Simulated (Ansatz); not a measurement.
## Fields on a plane of TiO2 (rutile)

```
TiO2
1.0
    4.64353     0.00000     0.00000
    0.00000     4.64353     0.00000
    0.00000     0.00000     2.96370
Ti O
2 4
Direct
  0.00000   0.00000   0.00000
  0.50000   0.50000   0.50000
  0.30512   0.30512   0.00000
  0.80512   0.19488   0.50000
  0.19488   0.80512   0.50000
  0.69488   0.69488   0.00000
```

The slice is a (-1 2 0) plane (indices of the conventional cell) through the point (0.500, 0.500, 0.500) (fractional), spanned by u = [001] and v = [210] in vectors of this cell: u (2.96 Å) and v (10.38 Å, at 90° to u). It covers one period; positions are fractions (u, v).

Atoms on it: Ti at (0.00, 0.00); O at (0.00, 0.66), 0.2 Å off the plane; O at (0.00, 0.34), 0.2 Å off the plane. Other atoms lie within 1 Å of the plane.

Computed with PBE (plane waves to 420 eV, PAW, scalar-relativistic; Ansatz, a quantum-chemistry and plane-wave program). k mesh 7×7×11. These are valence fields of a PAW run, semicore shells included where kept as valence: close to a nucleus they are smooth pseudo fields. The PAW data are Ansatz's earlier set. TiO2 is run without spin polarisation. TiO2 was relaxed with its symmetry unable to fall.

```
|xx  :  x|
|x  xxx  |
|  :xxx: |
|+*+xxx+*|
|%%#+x+#%|
|%%#+=+#%|
|**=. .=*|
|xx:   :x|
|xxx   xx|
|xxx: :xx|
|xx+++++x|
|#%%%%%%%|
|@@@@@@@@|
|@@@@@@@@|
|@@@@@@@@|
|#%%%%%%%|
|xx+++++x|
|xxx: :xx|
|xxx   xx|
|xx:   :x|
|**=. .=*|
|%%#+=+#%|
|%%#+x+#%|
|+*+xxx+*|
|  :xxx: |
|x  xxx  |
|xx  :  x|
|xxx : xx|
```
Scale: ten equal steps from 2.00 (start of ' ') to 10.70 (end of '@'), in the order ' .:-=+*#%@'. Values: electrostatic potential energy of an electron, from the cell's mean, in eV. The map has 8 points along u (one character each, u = 0 at the left) and 28 along v (v = 0 in the bottom row). Points within 0.8 Å of a nucleus are blanked (x), as the pseudised field means little there. Values under 2 eV are set to 2. The zero, the cell's mean, hangs on the PAW cores.

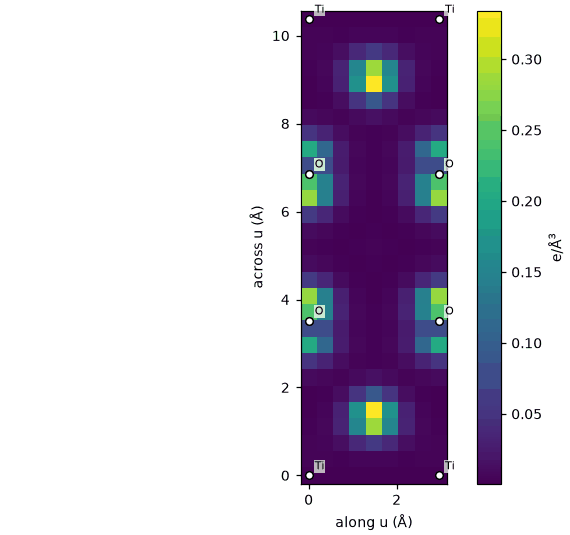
Figure: Density of the highest valence band (whole band, smooth part) in e/Å³, one period of the plane, atoms marked. 

* **Element round which the density of the highest valence band (whole band, smooth part) is largest on this plane**: O
* **Element round which the density of the lowest conduction band (whole band as if filled, smooth part) is largest on this plane**: Ti
